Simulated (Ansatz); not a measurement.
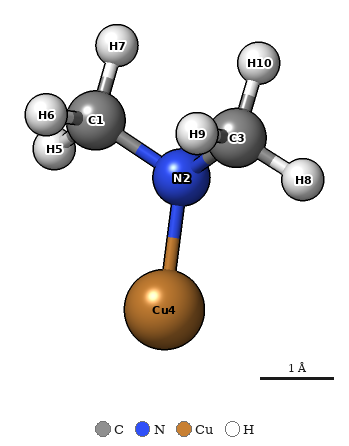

Figure 1. The structure (ball-and-stick view, seen at a tilt; atoms are numbered from 1 in the order of the input). Sticks mark near contacts.

**C₂H₆CuN: one change and its effect**

System: C₂H₆CuN, SMILES C[N](C)[Cu].
Method of run 1: RKS wB97M-V/def2-SVP (Ansatz 0.2.0).

The geometry comes from this level: PBE0-D4/def2-TZVP. Text and figures count atoms from 1; the logs count them from 0 in places.

Input, run 1:
```yaml
crystal:
  periodic: [false, false, false]
  atoms:
    - {symbol: C, position_ang: [-0.202962, 1.019330, -0.586969]}
    - {symbol: N, position_ang: [-0.357381, -0.400304, -0.391549]}
    - {symbol: C, position_ang: [0.575026, -0.876560, 0.599001]}
    - {symbol: Cu, position_ang: [-2.084209, -1.008787, -0.231486]}
    - {symbol: H, position_ang: [-0.888398, 1.386814, -1.354669]}
    - {symbol: H, position_ang: [-0.351421, 1.630651, 0.321185]}
    - {symbol: H, position_ang: [0.822682, 1.229500, -0.936137]}
    - {symbol: H, position_ang: [0.483652, -1.956773, 0.736917]}
    - {symbol: H, position_ang: [0.481377, -0.398779, 1.590692]}
    - {symbol: H, position_ang: [1.604730, -0.676293, 0.256014]}
basis:
  gaussian: {orbitals: def2-SVP}
hamiltonian: {xc: {name: wB97M-V}}
output: {orbitals: {seedname: orbitals}}
```

Hardware: 4 CPU threads, shared host.

Output (run 1):
```
Functional definition: wB97M-V
  parameter omega = 0.3/bohr
  parameter cx = 0.15
  parameter cx01 = 1.007
  parameter cx10 = 0.259
  parameter css00 = 0.443
  parameter css04 = -1.437
  parameter css10 = -4.535
  parameter css20 = -3.390
  parameter css43 = 4.278
  parameter cos00 = 1.000
  parameter cos10 = 1.358
  parameter cos20 = 2.924
  parameter cos21 = -8.812
  parameter cos60 = -1.390
  parameter cos61 = 9.142
  parameter b = 6.0
  parameter c = 0.01
  gx(w, u) = 1 - cx + cx01*u + cx10*w
  gss(w, u) = css00 + css04*u^4 + css10*w + css20*w^2 + css43*w^4*u^3
  gos(w, u) = cos00 + cos10*w + (cos20 + cos21*u)*w^2 + (cos60 + cos61*u)*w^6
  exchange = spin_sum(e_x_unif_sr(omega)*gx(b97_w, b97_u_x)) + cx*exact_x_sr(omega) + exact_x_lr(omega)
  correlation = spin_sum(e_c_pw_mod_same_spin*gss(b97_w, b97_u_same))
      + integral(e_c_pw_mod_opposite_spin*gos(b97_w_opposite, b97_u_opposite)) + vv10(b, c)
1092 factors; integrals over basis functions are off by at most 1.5e-3 eV
262 factors; integrals over basis functions are off by at most 1.0e-4 eV
mean field evaluation 1: about -48281.6284 eV, gradient 5.6e1 eV
mean field evaluation 2: about -48274.9590 eV, gradient 9.9e1 eV
mean field evaluation 4: about -48287.4869 eV, gradient 4.9e0 eV
mean field evaluation 8: about -48287.6842 eV, gradient 1.5e-1 eV
mean field evaluation 16: about -48287.6844 eV, gradient 7.6e-4 eV
mean field -48287.68440479 eV, -1774.5396713079 hartree, gradient 7.2e-5 eV, S^2 0.000000; 0 other end points of the search recorded, 0 dependent functions left out
reference -48287.68446062 eV, -1774.5396733597 hartree; 27, 27 occupied and 76, 76 virtual orbitals, 1092 factors
Total energy: -48287.68446062 eV, -1774.5396733597 hartree
```

For run 2 the input was changed thus:
```diff
-  gaussian: {orbitals: def2-SVP}
+  gaussian: {orbitals: "def2-QZVPP.json"}
```

How does run 2 compare with run 1?

The total energy of run 2 is 284.3 kcal/mol lower, which measures the change of basis and not a stability. The HOMO goes from −6.92 to −7.28 eV. The LUMO goes from −0.31 to −0.76 eV. The basis functions go from 103 to 451.

Output (run 2):
```
Functional definition: wB97M-V
  parameter omega = 0.3/bohr
  parameter cx = 0.15
  parameter cx01 = 1.007
  parameter cx10 = 0.259
  parameter css00 = 0.443
  parameter css04 = -1.437
  parameter css10 = -4.535
  parameter css20 = -3.390
  parameter css43 = 4.278
  parameter cos00 = 1.000
  parameter cos10 = 1.358
  parameter cos20 = 2.924
  parameter cos21 = -8.812
  parameter cos60 = -1.390
  parameter cos61 = 9.142
  parameter b = 6.0
  parameter c = 0.01
  gx(w, u) = 1 - cx + cx01*u + cx10*w
  gss(w, u) = css00 + css04*u^4 + css10*w + css20*w^2 + css43*w^4*u^3
  gos(w, u) = cos00 + cos10*w + (cos20 + cos21*u)*w^2 + (cos60 + cos61*u)*w^6
  exchange = spin_sum(e_x_unif_sr(omega)*gx(b97_w, b97_u_x)) + cx*exact_x_sr(omega) + exact_x_lr(omega)
  correlation = spin_sum(e_c_pw_mod_same_spin*gss(b97_w, b97_u_same))
      + integral(e_c_pw_mod_opposite_spin*gos(b97_w_opposite, b97_u_opposite)) + vv10(b, c)
1481 factors; their error is unknown
359 factors; integrals over basis functions are off by at most 3.3e-5 eV
mean field evaluation 1: about -48291.4212 eV, gradient 7.5e1 eV
mean field evaluation 2: about -48271.1015 eV, gradient 1.8e2 eV
mean field evaluation 4: about -48299.7669 eV, gradient 1.0e1 eV
mean field evaluation 8: about -48299.9098 eV, gradient 2.7e-1 eV
mean field evaluation 16: about -48300.0139 eV, gradient 1.7e-3 eV
mean field -48300.01390587 eV, -1774.9927721153 hartree, gradient 5.5e-5 eV, S^2 0.000000; 0 other end points of the search recorded, 0 dependent functions left out
reference -48300.01397576 eV, -1774.9927746837 hartree; 27, 27 occupied and 424, 424 virtual orbitals, 1481 factors
Total energy: -48300.01397576 eV, -1774.9927746837 hartree
```

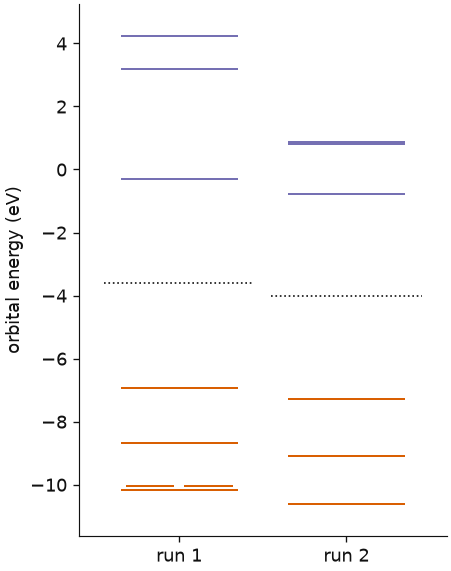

Figure 2. The five highest filled and three lowest empty orbital energies of the two runs; the dotted lines part filled from empty levels. The HOMO–LUMO gap is 6.61 eV in run 1 and 6.51 eV in run 2.

The two runs side by side:

| quantity | run 1 | run 2 |
| --- | --- | --- |
| outcome | converged | converged |
| total energy (hartree) | −1774.539673 | −1774.992775 |
| HOMO (eV) | −6.92 | −7.28 |
| LUMO (eV) | −0.31 | −0.76 |
| basis functions | 103 | 451 |
| wall time (shared host) | 5.5 s | 22 s |
